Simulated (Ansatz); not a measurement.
# C6H18FHfN3: small, medium and large basis sets

Aim: see how fast density functionals converge with the basis set for C6H18FHfN3.

Method: one geometry, several basis sets; program: Ansatz 0.2.0, Gaussian basis.

Plan: PBE0-D4/def2-SVP; ωB97M-V/def2-SVP; PBE0-D4/def2-QZVPP; ωB97M-V/def2-QZVPP; the functionals' def2-TZVPP values are taken from earlier runs.

## (1) The geometry

An earlier PBE0-D4 in a triple-zeta def2 set relaxation fixed the geometry. Hf takes the def2 core potential; no spin-orbit term is included.

SMILES `C[N](C)[Hf]([F])([N](C)C)[N](C)C`, 29 atoms, charge 0, spin multiplicity 1.

Atoms are counted from 1 here; the program's logs count them from 0.

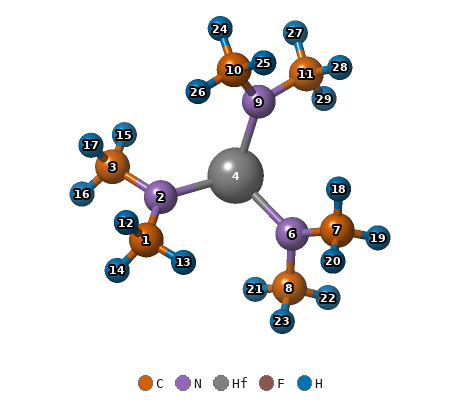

The structure; carbon orange, nitrogen purple, hafnium grey, fluorine brown, hydrogen blue; atoms are numbered from 1 in the order of the file.

## (2) PBE0-D4 in def2-SVP

Input file in.yaml:

```yaml
crystal:
  periodic: [false, false, false]
  atoms:
    - {symbol: C, position_ang: [0.328182, 1.010503, 2.593490]}
    - {symbol: N, position_ang: [0.233933, 1.436018, 1.221058]}
    - {symbol: C, position_ang: [0.729075, 2.779458, 1.025443]}
    - {symbol: Hf, position_ang: [-0.535428, 0.490761, -0.411940]}
    - {symbol: F, position_ang: [-1.783413, 1.633235, -1.372163]}
    - {symbol: N, position_ang: [-1.438452, -1.215979, 0.238936]}
    - {symbol: C, position_ang: [-1.048526, -2.594982, 0.097733]}
    - {symbol: C, position_ang: [-2.708586, -1.068586, 0.912215]}
    - {symbol: N, position_ang: [1.030763, -0.059571, -1.593521]}
    - {symbol: C, position_ang: [2.450309, 0.003777, -1.360416]}
    - {symbol: C, position_ang: [0.710428, -0.552120, -2.913810]}
    - {symbol: H, position_ang: [1.370578, 1.007536, 2.946106]}
    - {symbol: H, position_ang: [-0.065458, -0.001657, 2.708527]}
    - {symbol: H, position_ang: [-0.237430, 1.672832, 3.266370]}
    - {symbol: H, position_ang: [0.632722, 3.089059, -0.023253]}
    - {symbol: H, position_ang: [0.177588, 3.514985, 1.629103]}
    - {symbol: H, position_ang: [1.793636, 2.865327, 1.289396]}
    - {symbol: H, position_ang: [-0.093046, -2.671164, -0.425690]}
    - {symbol: H, position_ang: [-1.793015, -3.174082, -0.469535]}
    - {symbol: H, position_ang: [-0.935697, -3.086325, 1.075900]}
    - {symbol: H, position_ang: [-2.994184, -0.011870, 0.993711]}
    - {symbol: H, position_ang: [-3.521632, -1.580367, 0.376837]}
    - {symbol: H, position_ang: [-2.678693, -1.473316, 1.934792]}
    - {symbol: H, position_ang: [2.955229, 0.655959, -2.089183]}
    - {symbol: H, position_ang: [2.918431, -0.989071, -1.438380]}
    - {symbol: H, position_ang: [2.657346, 0.392347, -0.360988]}
    - {symbol: H, position_ang: [1.139364, 0.079347, -3.705538]}
    - {symbol: H, position_ang: [1.080958, -1.576283, -3.069278]}
    - {symbol: H, position_ang: [-0.374972, -0.575771, -3.075930]}
basis:
  gaussian: {orbitals: def2-SVP}
hamiltonian: {xc: pbe0, dispersion: d4}
output: {orbitals: {seedname: orbitals}}
```

On the command line:

```bash
$ ansatz run in.yaml --threads 11 --pin off --events-out ev --progress --plain --max-ram 166912MiB --backend cpu
```

Output:

```text
Functional definition: PBE0
  name "PBE0"
  cite "Adamo & Barone, J. Chem. Phys. 110, 6158 (1999) doi:10.1063/1.478522"
  cite "Perdew, Burke & Ernzerhof, Phys. Rev. Lett. 77, 3865 (1996) doi:10.1103/PhysRevLett.77.3865"
  parent pbe
  parameter a = 0.25
  parameter kappa = 0.804
  parameter beta = 0.06672455060314922
  exchange = (1 - a)*pbe_x(kappa = kappa, mu = beta*pi^2/3) + a*exact_x
  correlation = pbe_c(beta = beta)
3003 factors; their error is unknown
mean field evaluation 1: about -14967.2345 eV, gradient 9.4e1 eV
mean field evaluation 2: about -14923.5423 eV, gradient 1.7e2 eV
mean field evaluation 4: about -14987.5998 eV, gradient 5.9e0 eV
mean field evaluation 8: about -14987.6726 eV, gradient 1.6e-1 eV
mean field evaluation 16: about -14987.7117 eV, gradient 7.1e-4 eV
mean field -14987.71170535 eV, -550.7882461356 hartree, gradient 6.7e-5 eV, S^2 0.000000; 0 other end points of the search recorded, 0 dependent functions left out
reference -14987.71176124 eV, -550.7882481898 hartree; 48, 48 occupied and 214, 214 virtual orbitals, 3003 factors
Total energy: -14988.35419366 eV, -550.8118571455 hartree
```

Run time: 3.2 s. Hardware: 11 threads of AMD EPYC 7R13, shared host.

## (3) ωB97M-V in def2-SVP

in.yaml, as its differences from that of step 2:

```diff
@@ -34,3 +34,3 @@
   gaussian: {orbitals: def2-SVP}
-hamiltonian: {xc: pbe0, dispersion: d4}
+hamiltonian: {xc: {name: wB97M-V}}
 output: {orbitals: {seedname: orbitals}}
```

Same command.

Output (excerpt; [...] marks lines left out):

```text
Functional definition: wB97M-V
  name "wB97M-V"
  cite "Mardirossian & Head-Gordon, J. Chem. Phys. 144, 214110 (2016) doi:10.1063/1.4952647"
  cite "Becke, J. Chem. Phys. 107, 8554 (1997) doi:10.1063/1.475007"
  cite "Vydrov & Van Voorhis, J. Chem. Phys. 133, 244103 (2010) doi:10.1063/1.3521275"
  # Of w^i u^j: cxij and so on, Table III.
[...]
  gx(w, u) = 1 - cx + cx01*u + cx10*w
  gss(w, u) = css00 + css04*u^4 + css10*w + css20*w^2 + css43*w^4*u^3
  gos(w, u) = cos00 + cos10*w + (cos20 + cos21*u)*w^2 + (cos60 + cos61*u)*w^6
[...]
      + integral(e_c_pw_mod_opposite_spin*gos(b97_w_opposite, b97_u_opposite)) + vv10(b, c)
2973 factors; their error is unknown
738 factors; integrals over basis functions are off by at most 6.2e-6 eV
[...]
mean field -14994.85337610 eV, -551.0506976951 hartree, gradient 4.9e-5 eV, S^2 0.000000; 0 other end points of the search recorded, 0 dependent functions left out
reference -14994.85347002 eV, -551.0507011466 hartree; 48, 48 occupied and 214, 214 virtual orbitals, 2973 factors
Total energy: -14994.85347002 eV, -551.0507011466 hartree
```

Run time: 9 s. Hardware: 11 threads of AMD EPYC 7R13, shared host.

## (4) PBE0-D4 in def2-QZVPP

in.yaml, as its differences from that of step 3:

```diff
@@ -33,4 +33,4 @@
 basis:
-  gaussian: {orbitals: def2-SVP}
-hamiltonian: {xc: {name: wB97M-V}}
+  gaussian: {orbitals: "def2-QZVPP.json"}
+hamiltonian: {xc: pbe0, dispersion: d4}
 output: {orbitals: {seedname: orbitals}}
```

On the command line:

```bash
$ ansatz run in.yaml --threads 11 --pin off --events-out ev --progress --plain --max-ram 166912MiB --backend cuda --devices 0, --max-vram 75GiB
```

Output:

```text
Functional definition: PBE0
  name "PBE0"
  cite "Adamo & Barone, J. Chem. Phys. 110, 6158 (1999) doi:10.1063/1.478522"
  cite "Perdew, Burke & Ernzerhof, Phys. Rev. Lett. 77, 3865 (1996) doi:10.1103/PhysRevLett.77.3865"
  parent pbe
  parameter a = 0.25
  parameter kappa = 0.804
  parameter beta = 0.06672455060314922
  exchange = (1 - a)*pbe_x(kappa = kappa, mu = beta*pi^2/3) + a*exact_x
  correlation = pbe_c(beta = beta)
3359 factors; their error is unknown
mean field evaluation 1: about -14973.4700 eV, gradient 1.2e2 eV
mean field evaluation 2: about -14896.2485 eV, gradient 2.3e2 eV
mean field evaluation 4: about -15003.9904 eV, gradient 1.1e1 eV
mean field evaluation 8: about -15004.2302 eV, gradient 1.6e-1 eV
mean field evaluation 16: about -15004.2380 eV, gradient 1.0e-3 eV
mean field -15004.23796989 eV, -551.3955751557 hartree, gradient 5.2e-5 eV, S^2 0.000000; 0 other end points of the search recorded, 0 dependent functions left out
reference -15004.23803189 eV, -551.3955774342 hartree; 48, 48 occupied and 1143, 1143 virtual orbitals, 3359 factors
Total energy: -15004.88046430 eV, -551.4191863898 hartree
```

It took 4.5 s on 1 × H100 with 11 threads of AMD EPYC 7R13, shared host.

## (5) ωB97M-V in def2-QZVPP

in.yaml, as its differences from that of step 4:

```diff
@@ -34,3 +34,3 @@
   gaussian: {orbitals: "def2-QZVPP.json"}
-hamiltonian: {xc: pbe0, dispersion: d4}
+hamiltonian: {xc: {name: wB97M-V}}
 output: {orbitals: {seedname: orbitals}}
```

Launched as before.

Output (excerpt; [...] marks lines left out):

```text
Functional definition: wB97M-V
  name "wB97M-V"
  cite "Mardirossian & Head-Gordon, J. Chem. Phys. 144, 214110 (2016) doi:10.1063/1.4952647"
  cite "Becke, J. Chem. Phys. 107, 8554 (1997) doi:10.1063/1.475007"
  cite "Vydrov & Van Voorhis, J. Chem. Phys. 133, 244103 (2010) doi:10.1063/1.3521275"
  # Of w^i u^j: cxij and so on, Table III.
[...]
  gx(w, u) = 1 - cx + cx01*u + cx10*w
  gss(w, u) = css00 + css04*u^4 + css10*w + css20*w^2 + css43*w^4*u^3
  gos(w, u) = cos00 + cos10*w + (cos20 + cos21*u)*w^2 + (cos60 + cos61*u)*w^6
[...]
      + integral(e_c_pw_mod_opposite_spin*gos(b97_w_opposite, b97_u_opposite)) + vv10(b, c)
3306 factors; their error is unknown
946 factors; integrals over basis functions are off by at most 5.3e-6 eV
[...]
mean field -15012.09950605 eV, -551.6844812808 hartree, gradient 3.4e-5 eV, S^2 0.000000; 0 other end points of the search recorded, 0 dependent functions left out
reference -15012.09960964 eV, -551.6844850876 hartree; 48, 48 occupied and 1143, 1143 virtual orbitals, 3306 factors
Total energy: -15012.09960964 eV, -551.6844850876 hartree
```

Wall time 7 s (1 × H100 with 11 threads of AMD EPYC 7R13, shared host).

## (6) Density functionals: the series

The def2-TZVPP values come from earlier runs at the same geometry.

```tsv
functional	basis	functions	energy (eV)	from the largest (eV)	HOMO (eV)	LUMO (eV)
PBE0-D4	def2-SVP	262	-14988.3542	16.526	-6.03	0.50
PBE0-D4	def2-TZVPP	618	-15004.0977	0.783	-6.11	0.22
PBE0-D4	def2-QZVPP	1191	-15004.8805	0.000	-6.13	0.00
ωB97M-V	def2-SVP	262	-14994.8535	17.246	-8.31	1.83
ωB97M-V	def2-TZVPP	618	-15011.3446	0.755	-8.40	1.41
ωB97M-V	def2-QZVPP	1191	-15012.0996	0.000	-8.42	0.92
```

## (7) Summary of results

| quantity | value |
| --- | --- |
| PBE0-D4: double and triple zeta above quadruple | 16.53, 0.78 eV |
| ωB97M-V: double and triple zeta above quadruple | 17.25, 0.75 eV |

**Reading.** PBE0-D4 gains 15.74 eV from double to triple zeta, then 0.78 eV more. Total energies overstate the basis error of differences, where much of it tends to cancel. The LUMO of ωB97M-V is positive and keeps falling with the basis (1.83 to 0.92 eV): an unbound level that the basis holds in place.
